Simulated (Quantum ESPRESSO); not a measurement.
# Simulated XPS, UPS and emission spectra of MoSi2

What would valence photoemission of MoSi2 look like, and what sets its shape?

Main program and level: Quantum ESPRESSO 7.5; DFT, PBE, plane waves, ultrasoft GBRV pseudopotentials, scalar-relativistic, in the first sound run; inputs show where later runs differ.

The database entry behind the starting cell is an old determination (1927), so it need not match the best structure at ambient conditions.

## Step 1: Starting point

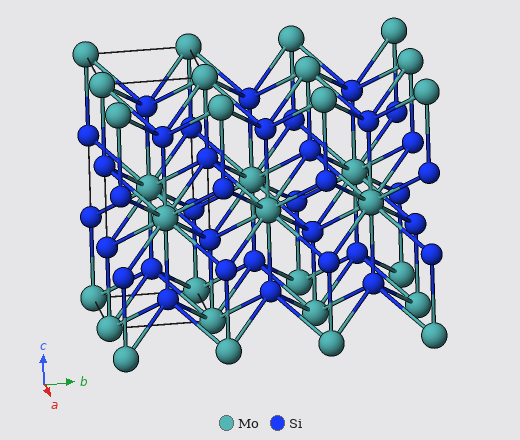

The cell as given, slightly off an axis (molybdenum teal, silicon blue). 2×3×1 cells are drawn. This picture shows the conventional cell, with its axes. Some periodic images of atoms are drawn too.

## Step 2: The base run: self-consistent run

First the self-consistent run; potential, DOS and bands follow from it in later steps.

The input, scf.in:

```
&control
  calculation = 'scf'
  prefix = 'pes'
  outdir = './tmp'
  pseudo_dir = './pp'
  tprnfor = .true.
  tstress = .true.
/
&system
  ibrav = 0
  nat = 3
  ntyp = 2
  ecutwfc = 40.0
  ecutrho = 200.0
  occupations = 'smearing'
  nbnd = 21
  smearing = 'fd'
  degauss = 0.00367
/
&electrons
  conv_thr = 1.8e-08
  mixing_beta = 0.5
  electron_maxstep = 120
/
ATOMIC_SPECIES
Mo 95.9500 mo_pbe_v1.uspp.F.UPF
Si 28.0850 si_pbe_v1.uspp.F.UPF
CELL_PARAMETERS angstrom
 -1.600000000 1.600000000 3.930500000
 1.600000000 -1.600000000 3.930500000
 1.600000000 1.600000000 -3.930500000
ATOMIC_POSITIONS crystal
Mo 0.000000000 0.000000000 0.000000000
Si 0.667000000 0.667000000 0.000000000
Si 0.333000000 0.333000000 0.000000000
K_POINTS automatic
16 16 16 0 0 0
```

Command:

```
$ OMP_NUM_THREADS=1 mpirun -n 4 pw.x -nk 4 -in scf.in > scf.out
```

Log:

```text
Program PWSCF v.7.5 starts

     This program is part of the open-source Quantum ESPRESSO suite
     for quantum simulation of materials; please cite
         "P. Giannozzi et al., J. Phys.:Condens. Matter 21 395502 (2009);
         "P. Giannozzi et al., J. Phys.:Condens. Matter 29 465901 (2017);
         "P. Giannozzi et al., J. Chem. Phys. 152 154105 (2020);
          URL
     in publications or presentations arising from this work. More details at

     Parallel version (MPI & OpenMP), running on       4 processor cores
     Number of MPI processes:                 4
     Threads/MPI process:                     1

     MPI processes distributed on     1 nodes
     27425 MiB available memory on the printing compute node when the environment starts

     Current dimensions of program PWSCF are:
     Max number of different atomic species (ntypx) = 10
     Max number of k-points (npk) =  40000
     Max angular momentum in pseudopotentials (lmaxx) =  4
     Message from routine setup:
     using ibrav=0 with symmetry is DISCOURAGED, use correct ibrav instead

     K-points division:     npool     =       4
     Subspace diagonalization in iterative solution of the eigenvalue problem:
     a serial algorithm will be used

     G-vector sticks info
     --------------------
     sticks:   dense  smooth     PW     G-vecs:    dense   smooth      PW
     Sum        1015     809    313                13013     9269    2235

     Using Slab Decomposition

     bravais-lattice index     =            0
     lattice parameter (alat)  =       8.5705  a.u.
     unit-cell volume          =     271.6091 (a.u.)^3
     number of atoms/cell      =            3
     number of atomic types    =            2
     number of electrons       =        22.00
     number of Kohn-Sham states=           21
     kinetic-energy cutoff     =      40.0000  Ry
     charge density cutoff     =     200.0000  Ry
     scf convergence threshold =      1.8E-08
     mixing beta               =       0.5000
     number of iterations used =            8  plain     mixing
     Exchange-correlation= SLA  PW   PBE  PBE
                           (   1   4   3   4   0   0   0)

     celldm(1)=   8.570451  celldm(2)=   0.000000  celldm(3)=   0.000000
     celldm(4)=   0.000000  celldm(5)=   0.000000  celldm(6)=   0.000000

     crystal axes: (cart. coord. in units of alat)
               a(1) = (  -0.352789   0.352789   0.866649 )
               a(2) = (   0.352789  -0.352789   0.866649 )
               a(3) = (   0.352789   0.352789  -0.866649 )

     reciprocal axes: (cart. coord. in units 2 pi/alat)
               b(1) = ( -0.000000  1.417277  0.576935 )
               b(2) = (  1.417277 -0.000000  0.576935 )
               b(3) = (  1.417277  1.417277  0.000000 )

     PseudoPot. # 1 for Mo read from file:
     ./pp/mo_pbe_v1.uspp.F.UPF
     Pseudo is Ultrasoft + core correction, Zval = 14.0
     Generated by new atomic code, or converted to UPF format
     Using radial grid of  889 points,  6 beta functions with:
                l(1) =   0
                l(2) =   0
                l(3) =   1
                l(4) =   1
                l(5) =   2
                l(6) =   2
     Q(r) pseudized with  6 coefficients,  rinner =    1.000   1.000   1.000
                                                       1.000   1.000

     PseudoPot. # 2 for Si read from file:
     ./pp/si_pbe_v1.uspp.F.UPF
     Pseudo is Ultrasoft + core correction, Zval =  4.0
     Generated by new atomic code, or converted to UPF format
     Using radial grid of  899 points,  6 beta functions with:
                l(1) =   0
                l(2) =   0
                l(3) =   1
                l(4) =   1
                l(5) =   2
                l(6) =   2
     Q(r) pseudized with  8 coefficients,  rinner =    0.900   0.900   0.900
                                                       0.900   0.900

     atomic species   valence    mass     pseudopotential
     Mo               14.00    95.95000     Mo( 1.00)
     Si                4.00    28.08500     Si( 1.00)

     16 Sym. Ops., with inversion, found

   Cartesian axes

     site n.     atom                  positions (alat units)
         1        Mo     tau(   1) = (   0.0000000   0.0000000   0.0000000  )
         2        Si     tau(   2) = (  -0.0000000  -0.0000000   1.1561091  )
         3        Si     tau(   3) = (   0.0000000   0.0000000   0.5771879  )

     number of k points=   349  Fermi-Dirac smearing, width (Ry)=  0.0037

     Number of k-points >= 100: set verbosity='high' to print them.

     Dense  grid:    13013 G-vectors     FFT dimensions: (  40,  40,  40)

     Smooth grid:     9269 G-vectors     FFT dimensions: (  36,  36,  36)

     Estimated max dynamical RAM per process >      56.53 MB

     Estimated total dynamical RAM >     216.61 MB

     Initial potential from superposition of free atoms

     starting charge      21.9976, renormalised to      22.0000
     Starting wfcs are   21 randomized atomic wfcs

     total cpu time spent up to now is        2.5 secs

     per-process dynamical memory:    52.6 Mb

     Self-consistent Calculation

     iteration #  1     ecut=    40.00 Ry     beta= 0.50
     Davidson diagonalization with overlap
     ethr =  1.00E-02,  avg # of iterations =  4.7

     Threshold (ethr) on eigenvalues was too large:
     Diagonalizing with lowered threshold

     Davidson diagonalization with overlap
     ethr =  2.81E-04,  avg # of iterations =  2.5

     total cpu time spent up to now is       15.6 secs

     total energy              =    -158.62998141 Ry
     estimated scf accuracy    <       0.06122959 Ry

     iteration #  2     ecut=    40.00 Ry     beta= 0.50
     Davidson diagonalization with overlap
     ethr =  2.78E-04,  avg # of iterations =  1.9

     total cpu time spent up to now is       20.8 secs

     total energy              =    -158.63283113 Ry
     estimated scf accuracy    <       0.03473399 Ry

     iteration #  3     ecut=    40.00 Ry     beta= 0.50
     Davidson diagonalization with overlap
     ethr =  1.58E-04,  avg # of iterations =  1.5

     total cpu time spent up to now is       26.0 secs

     total energy              =    -158.63960791 Ry
     estimated scf accuracy    <       0.00667164 Ry

     iteration #  4     ecut=    40.00 Ry     beta= 0.50
     Davidson diagonalization with overlap
     ethr =  3.03E-05,  avg # of iterations =  2.0

     total cpu time spent up to now is       31.3 secs

     total energy              =    -158.64053031 Ry
     estimated scf accuracy    <       0.00010637 Ry

     iteration #  5     ecut=    40.00 Ry     beta= 0.50
     Davidson diagonalization with overlap
     c_bands:  1 eigenvalues not converged
     ethr =  4.84E-07,  avg # of iterations =  5.1

     total cpu time spent up to now is       38.4 secs

     total energy              =    -158.64056821 Ry
     estimated scf accuracy    <       0.00000946 Ry

     iteration #  6     ecut=    40.00 Ry     beta= 0.50
     Davidson diagonalization with overlap
     ethr =  4.30E-08,  avg # of iterations =  2.2

     total cpu time spent up to now is       44.0 secs

     total energy              =    -158.64056931 Ry
     estimated scf accuracy    <       0.00000010 Ry

     iteration #  7     ecut=    40.00 Ry     beta= 0.50
     Davidson diagonalization with overlap
     ethr =  4.35E-10,  avg # of iterations =  3.7

     total cpu time spent up to now is       51.4 secs

     End of self-consistent calculation

     Number of k-points >= 100: set verbosity='high' to print the bands.

     the Fermi energy is    16.0515 ev

!    total energy              =    -158.64056940 Ry
     estimated scf accuracy    <       0.00000001 Ry
     smearing contrib. (-TS)   =      -0.00016969 Ry
     internal energy E=F+TS    =    -158.64039971 Ry

     The total energy is F=E-TS. E is the sum of the following terms:
     one-electron contribution =     -34.74157984 Ry
     hartree contribution      =      29.93801500 Ry
     xc contribution           =     -28.33627391 Ry
     ewald contribution        =    -125.50056096 Ry

     convergence has been achieved in   7 iterations

     Forces acting on atoms (cartesian axes, Ry/au):

     atom    1 type  1   force =     0.00000000    0.00000000   -0.00000000
     atom    2 type  2   force =    -0.00000000   -0.00000000   -0.01088322
     atom    3 type  2   force =     0.00000000    0.00000000    0.01088322

     Total force =     0.015391     Total SCF correction =     0.000007

     Computing stress (Cartesian axis) and pressure

          total   stress  (Ry/bohr**3)                   (kbar)     P=       19.93
   0.00016300  -0.00000000  -0.00000000           23.98       -0.00       -0.00
  -0.00000000   0.00016300  -0.00000000           -0.00       23.98       -0.00
  -0.00000000  -0.00000000   0.00008036           -0.00       -0.00       11.82

     XML data file, charge density, pseudopotentials, collected wavefunctions

     Called by init_run:

     Called by electrons:

     Called by c_bands:

     Called by *egterg:

     Called by h_psi:
                                        0.00s GPU  (    2873 calls)

     General routines

     Parallel routines

=------------------------------------------------------------------------------=
   JOB DONE.
=------------------------------------------------------------------------------=
```

Wall time 54 s (4 MPI ranks of Arm Neoverse V1, shared host); 3.6 min of CPU time.

This step gave:

| Item | Value |
| --- | --- |
| free energy | -2158.4149 eV |
| Fermi energy | 16.05 eV |
| pressure | 1.993 GPa |

The run ends at a pressure of 1.99 GPa, with forces up to 0.28 eV/Å.

(Part 1 of 14 ends here.)

[Logs are printed without paths, hosts, clocks, repeated set-up lines and the standing remarks that a program may print on its own settings, such as how far it seeks lower states.]

[Hosts, paths, dates, database ids (printed as entryN), source tags and the programs' standing remarks are cut or masked in the printed files.]

[Maps of the electrostatic potential energy from Ansatz leave out the sawtooth potential of an applied field or a dipole correction, so their vacuum need not be flat; work functions include it.]

[Peak lists hold at most the 14 tallest peaks of each spectrum; further lines can be left out.]
